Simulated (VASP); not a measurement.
Band structure of Si (diamond). All values below come from PBE0 hybrid, VASP's PBE PAW potentials (set 64) (plane waves; VASP).

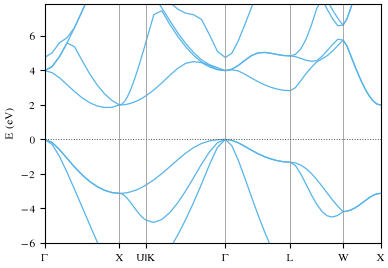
Bands along high-symmetry lines, zero at the valence-band maximum or, without a gap, the Fermi level

### Question
Read the plot: is there a gap, and where are the band edges?

### Answer
The gap is indirect, 1.84 eV, from the valence maximum at Γ to the conduction minimum at Γ-X at 0.80.

Measured: gap 1.23 eV (computed value off by +0.61 eV), as given by Wei Chen et al., Physical Review Materials (2018), doi:10.1103/physrevmaterials.2.073803 [zero-point renormalisation of 0.06 eV added back (the table's ZPR column)].

The compound is Si in the diamond structure. It was relaxed first. The cell's shape comes from a PBE relaxation.
